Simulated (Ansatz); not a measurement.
# Geometry relaxation of AlNH$_{2}$Cl$_{2}$

- system: AlNH$_{2}$Cl$_{2}$
- method: RKS r2SCAN-D4/def2-SVP (Ansatz 0.2.0)

It belongs to a series of runs on one base structure; here: start relaxed. Figures and captions count atoms from 1; the log counts them from 0 in places.

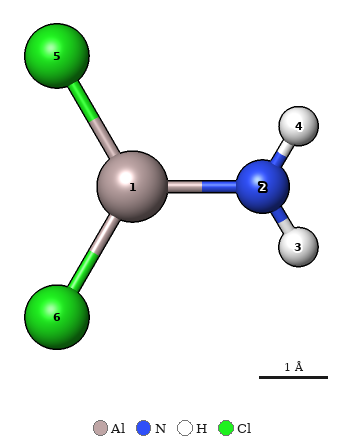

**Figure 1.** The starting structure (ball-and-stick view, seen on its broad side; atoms are numbered from 1 in the order of the input). Sticks mark near contacts.

### Key numbers

| quantity | value |
| --- | --- |
| outcome | converged |
| total energy | −33155.7886 eV |
| mean-field energy | −33155.7547 eV |
| largest force (length of the vector) at the end | 0.001 eV/Å |
| hardware | 2 threads of Arm Neoverse V1, 24 GiB of memory available, shared host |
| wall time | 23 s (CPU time 44 s) |
| peak memory | 0.17 GiB |

### Input
```yaml
crystal:
  periodic: [false, false, false]
  atoms:
    - { symbol: Al, position_ang: [0.0, 0.0, 0.0] }
    - { symbol: "N", position_ang: [0.0, 0.0, 1.92] }
    - { symbol: H, position_ang: [-0.877, -0.2713, 2.45] }
    - { symbol: H, position_ang: [0.877, 0.2713, 2.45] }
    - { symbol: Cl, position_ang: [1.9312, 0.0, -1.115] }
    - { symbol: Cl, position_ang: [-1.9312, 0.0, -1.115] }
basis:
  gaussian: { orbitals: def2-SVP }
hamiltonian:
  xc: r2scan
  dispersion: d4
relax:
  f_tol: 0.02
  max_steps: 40
```

Launched with:
```bash
ansatz run input.yaml --threads 2 --pin off --max-ram 3072MiB --backend cpu --events-out ev --progress --plain --runs-dir out
```

### The program's output
```
The last accepted step is kept in [file] (removed where the run ends without a failure and the disk answers)
Engine: ansatz 0.2.0, aarch64-unknown-linux-gnu
Functional definition: r2SCAN
  parameter k0 = 0.174
  parameter k1 = 0.065
  parameter a1 = 4.9479
  exchange = r2scan_x(k0 = k0, k1 = k1, a1 = a1)
  correlation = r2scan_c
871 factors; their error is unknown
mean field evaluation 1: about -33147.7090 eV, gradient 5.8e1 eV
mean field evaluation 2: about -33102.7722 eV, gradient 1.2e2 eV
mean field evaluation 4: about -33154.8256 eV, gradient 9.5e0 eV
mean field evaluation 8: about -33155.0179 eV, gradient 1.7e-1 eV
mean field evaluation 16: about -33155.0180 eV, gradient 1.8e-5 eV
mean field -33155.01800651 eV, -1218.4244384609 hartree, gradient 5.6e-6 eV, S^2 0.000000; 0 other end points of the search recorded, 0 dependent functions left out
the calculation of the forces begins
reference -33155.01801606 eV, -1218.4244388120 hartree; 28, 28 occupied and 50, 50 virtual orbitals, 871 factors
relax step   1: F+E_penalty+E_count = -33155.05063535 eV  Δ(F+E_penalty+E_count) = +0.000e0 eV  max|allowed force component| = 2.065e0 eV/Å  Δτ_max = 0.0000 Å  (29 SCF iters, accepted)
these checks for a lower state are left out or cut short: starts, cluster_reference, orbital_swaps, neighbouring_geometries, increment
871 factors; their error is unknown
mean field -33155.65524015 eV, -1218.4478563651 hartree, gradient 2.6e-5 eV, S^2 0.000000; 0 other end points of the search recorded, 0 dependent functions left out
the calculation of the forces begins
reference -33155.65524968 eV, -1218.4478567156 hartree; 28, 28 occupied and 50, 50 virtual orbitals, 871 factors
relax step   2: F+E_penalty+E_count = -33155.68886242 eV  Δ(F+E_penalty+E_count) = -6.382e-1 eV  max|allowed force component| = 1.132e0 eV/Å  Δτ_max = 0.1943 Å  (34 SCF iters, accepted)
these checks for a lower state are left out or cut short: starts, cluster_reference, orbital_swaps, neighbouring_geometries, increment
871 factors; their error is unknown
mean field evaluation 32: about -33155.7352 eV, gradient 2.3e-5 eV
mean field -33155.73522559 eV, -1218.4507957759 hartree, gradient 2.3e-5 eV, S^2 0.000000; 0 other end points of the search recorded, 0 dependent functions left out
the calculation of the forces begins
reference -33155.73523513 eV, -1218.4507961263 hartree; 28, 28 occupied and 50, 50 virtual orbitals, 871 factors
relax step   3: F+E_penalty+E_count = -33155.76930407 eV  Δ(F+E_penalty+E_count) = -8.044e-2 eV  max|allowed force component| = 5.472e-1 eV/Å  Δτ_max = 0.0562 Å  (29 SCF iters, accepted)
these checks for a lower state are left out or cut short: starts, cluster_reference, orbital_swaps, neighbouring_geometries, increment
871 factors; their error is unknown
mean field -33155.75090584 eV, -1218.4513720144 hartree, gradient 6.4e-6 eV, S^2 0.000000; 0 other end points of the search recorded, 0 dependent functions left out
the calculation of the forces begins
reference -33155.75091539 eV, -1218.4513723655 hartree; 28, 28 occupied and 50, 50 virtual orbitals, 871 factors
relax step   4: F+E_penalty+E_count = -33155.78488818 eV  Δ(F+E_penalty+E_count) = -1.558e-2 eV  max|allowed force component| = 2.784e-1 eV/Å  Δτ_max = 0.0279 Å  (29 SCF iters, accepted)
these checks for a lower state are left out or cut short: starts, cluster_reference, orbital_swaps, neighbouring_geometries, increment
871 factors; their error is unknown
mean field -33155.75446702 eV, -1218.4515028854 hartree, gradient 6.4e-6 eV, S^2 0.000000; 0 other end points of the search recorded, 0 dependent functions left out
the calculation of the forces begins
reference -33155.75447658 eV, -1218.4515032368 hartree; 28, 28 occupied and 50, 50 virtual orbitals, 871 factors
relax step   5: F+E_penalty+E_count = -33155.78843234 eV  Δ(F+E_penalty+E_count) = -3.544e-3 eV  max|allowed force component| = 3.026e-2 eV/Å  Δτ_max = 0.0238 Å  (30 SCF iters, accepted)
these checks for a lower state are left out or cut short: starts, cluster_reference, orbital_swaps, neighbouring_geometries, increment
871 factors; their error is unknown
mean field -33155.75462665 eV, -1218.4515087518 hartree, gradient 6.3e-6 eV, S^2 0.000000; 0 other end points of the search recorded, 0 dependent functions left out
the calculation of the forces begins
reference -33155.75463622 eV, -1218.4515091034 hartree; 28, 28 occupied and 50, 50 virtual orbitals, 871 factors
relax step   6: F+E_penalty+E_count = -33155.78859458 eV  Δ(F+E_penalty+E_count) = -1.622e-4 eV  max|allowed force component| = 3.694e-2 eV/Å  Δτ_max = 0.0091 Å  (31 SCF iters, accepted)
these checks for a lower state are left out or cut short: starts, cluster_reference, orbital_swaps, neighbouring_geometries, increment
871 factors; their error is unknown
mean field evaluation 64: about -33155.7547 eV, gradient 9.6e-6 eV
mean field -33155.75466593 eV, -1218.4515101952 hartree, gradient 9.6e-6 eV, S^2 0.000000; 0 other end points of the search recorded, 0 dependent functions left out
the calculation of the forces begins
reference -33155.75467550 eV, -1218.4515105468 hartree; 28, 28 occupied and 50, 50 virtual orbitals, 871 factors
relax step   7: F+E_penalty+E_count = -33155.78863455 eV  Δ(F+E_penalty+E_count) = -3.997e-5 eV  max|allowed force component| = 6.459e-4 eV/Å  Δτ_max = 0.0023 Å  (24 SCF iters, accepted)
```

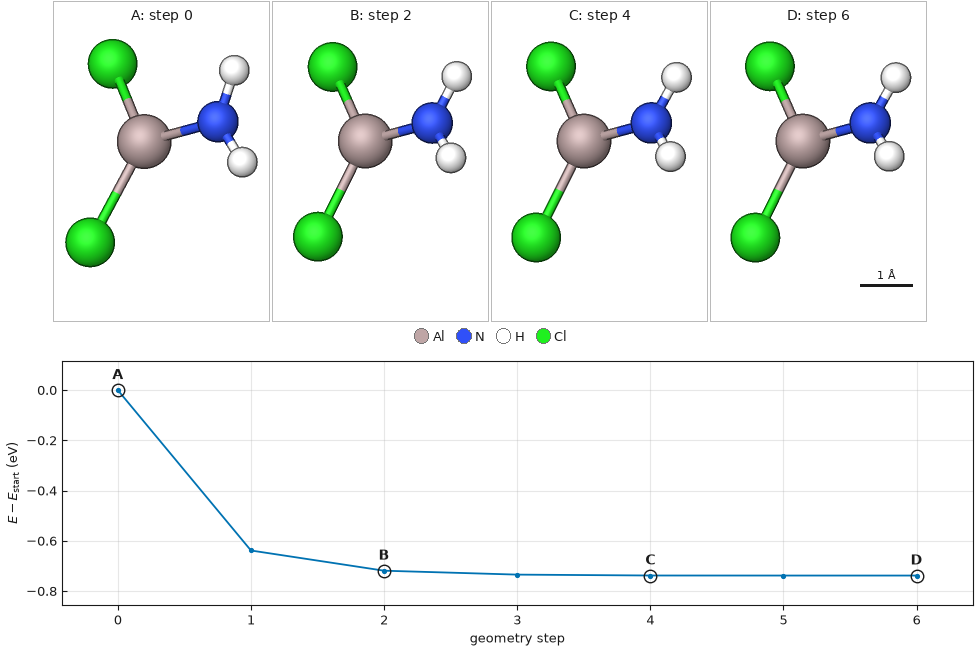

**Figure 2.** Frames of the relaxation (ball-and-stick view, seen at a tilt) above the curves, on which the letters mark them (the first geometry is step 0 here and step 1 in the log).

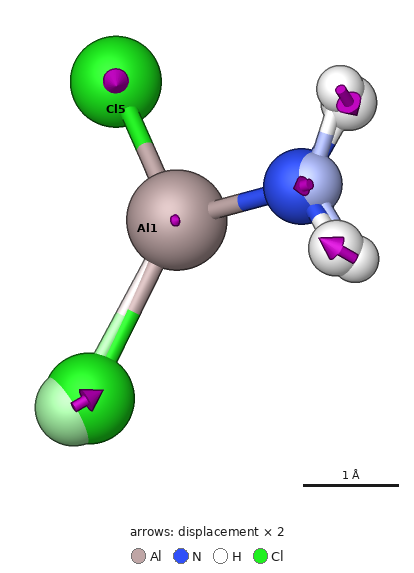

**Figure 3.** Start (faint) and end (solid) with the displacements as pink arrows, magnified 2 times (ball-and-stick view, seen at a tilt). The two geometries are laid on each other by the best rigid fit. The largest moves after the best rigid fit, 0.24 Å, are those of H3 and H4. Largest moves by element: H 0.24 Å, Cl 0.19 Å, N 0.12 Å, Al 0.04 Å. Among the contacts that change: Al1–N2 1.920 → 1.754 Å, Al1–Cl5 2.230 → 2.094 Å, N2–H3 1.060 → 1.015 Å. Among the angles that change: H3–N2–H4 120.0° → 110.3°, Al1–N2–H3 120.0° → 124.8°. After 6 geometry steps the energy has fallen by 0.738 eV. The largest force component goes from 2.1 to 0.00065 eV/Å. (Atoms are counted from 1 in the order of the input.)

```
871 factors; their error is unknown
mean field -33155.75466593 eV, -1218.4515101952 hartree, gradient 9.2e-6 eV, S^2 0.000000; 1 other end points of the search recorded, 0 dependent functions left out
the calculation of the forces begins
reference -33155.75467550 eV, -1218.4515105468 hartree; 28, 28 occupied and 50, 50 virtual orbitals, 871 factors
Total energy: -33155.78864412 eV, -1218.4527588706 hartree
Atom 0 at     0.000000     0.000000     0.043904 Å, force     0.000000     0.000000    -0.000267 eV/Å
Atom 1 at    -0.000000     0.000000     1.798090 Å, force     0.000000     0.000000     0.000646 eV/Å
Atom 2 at    -0.831876    -0.045944     2.378085 Å, force     0.000014     0.000159     0.000013 eV/Å
Atom 3 at     0.831876     0.045944     2.378085 Å, force    -0.000014    -0.000159     0.000013 eV/Å
Atom 4 at     1.810611     0.099322    -1.004082 Å, force    -0.000108     0.000067    -0.000202 eV/Å
Atom 5 at    -1.810611    -0.099322    -1.004082 Å, force     0.000108    -0.000067    -0.000202 eV/Å
Dipole moment:     0.000000    -0.000000     0.554785 e Å
```

### Trajectory as extended XYZ (Å, eV, eV/Å), 7 frames, from step=1 to step=7
```
6
Properties=species:S:1:pos:R:3:forces:R:3 step=1 energy=-33155.05063
Al    0.0000    0.0000    0.0000    0.0000   0.0000   1.2415
N     0.0000    0.0000    1.9200    0.0000   0.0000  -2.0652
H    -0.8770   -0.2713    2.4500    1.7767   0.6463  -0.5197
H     0.8770    0.2713    2.4500   -1.7767  -0.6463  -0.5197
Cl    1.9312    0.0000   -1.1150   -1.6315   0.0439   0.9316
Cl   -1.9312    0.0000   -1.1150    1.6315  -0.0439   0.9316
6
Properties=species:S:1:pos:R:3:forces:R:3 step=2 energy=-33155.68886
Al    0.0000    0.0000    0.0331    0.0000   0.0000   0.8526
N     0.0000    0.0000    1.8436    0.0000   0.0000  -0.8124
H    -0.8801   -0.0866    2.3896    1.1323   0.1317  -0.2474
H     0.8801    0.0866    2.3896   -1.1323  -0.1317  -0.2474
Cl    1.8285    0.0827   -1.0330   -0.3559  -0.0064   0.2273
Cl   -1.8285   -0.0827   -1.0330    0.3559   0.0064   0.2273
6
Properties=species:S:1:pos:R:3:forces:R:3 step=3 energy=-33155.76930
Al    0.0000    0.0000    0.0523    0.0000   0.0000  -0.0403
N     0.0000    0.0000    1.7959    0.0000   0.0000   0.5255
H    -0.8550   -0.0616    2.3593    0.5472   0.0482  -0.0819
H     0.8550    0.0616    2.3593   -0.5472  -0.0482  -0.0819
Cl    1.7958    0.0923   -0.9884    0.2838   0.0187  -0.1608
Cl   -1.7958   -0.0923   -0.9884   -0.2838  -0.0187  -0.1608
6
Properties=species:S:1:pos:R:3:forces:R:3 step=4 energy=-33155.78489
Al    0.0000    0.0000    0.0491    0.0000   0.0000  -0.1037
N     0.0000    0.0000    1.7996    0.0000   0.0000   0.1780
H    -0.8456   -0.0372    2.3691    0.2784   0.0066  -0.0245
H     0.8456    0.0372    2.3691   -0.2784  -0.0066  -0.0245
Cl    1.8095    0.1038   -0.9984    0.0203  -0.0015  -0.0126
Cl   -1.8095   -0.1038   -0.9984   -0.0203   0.0015  -0.0126
6
Properties=species:S:1:pos:R:3:forces:R:3 step=5 energy=-33155.78843
Al    0.0000    0.0000    0.0460    0.0000   0.0000  -0.0303
N     0.0000    0.0000    1.8000    0.0000   0.0000  -0.0233
H    -0.8334   -0.0559    2.3772    0.0255   0.0079   0.0159
H     0.8334    0.0559    2.3772   -0.0255  -0.0079   0.0159
Cl    1.8100    0.0948   -1.0052   -0.0096   0.0023   0.0109
Cl   -1.8100   -0.0948   -1.0052    0.0096  -0.0023   0.0109
6
Properties=species:S:1:pos:R:3:forces:R:3 step=6 energy=-33155.78859
Al    0.0000    0.0000    0.0425    0.0000   0.0000   0.0092
N     0.0000    0.0000    1.7967    0.0000   0.0000   0.0369
H    -0.8315   -0.0471    2.3779    0.0116   0.0015  -0.0184
H     0.8315    0.0471    2.3779   -0.0116  -0.0015  -0.0184
Cl    1.8123    0.0989   -1.0026   -0.0032   0.0002  -0.0047
Cl   -1.8123   -0.0989   -1.0026    0.0032  -0.0002  -0.0047
6
Properties=species:S:1:pos:R:3:forces:R:3 step=7 energy=-33155.78863
Al    0.0000    0.0000    0.0439    0.0000   0.0000  -0.0003
N     0.0000    0.0000    1.7981    0.0000   0.0000   0.0006
H    -0.8319   -0.0459    2.3781    0.0000   0.0002   0.0000
H     0.8319    0.0459    2.3781    0.0000  -0.0002   0.0000
Cl    1.8106    0.0993   -1.0041   -0.0001   0.0001  -0.0002
Cl   -1.8106   -0.0993   -1.0041    0.0001  -0.0001  -0.0002
```
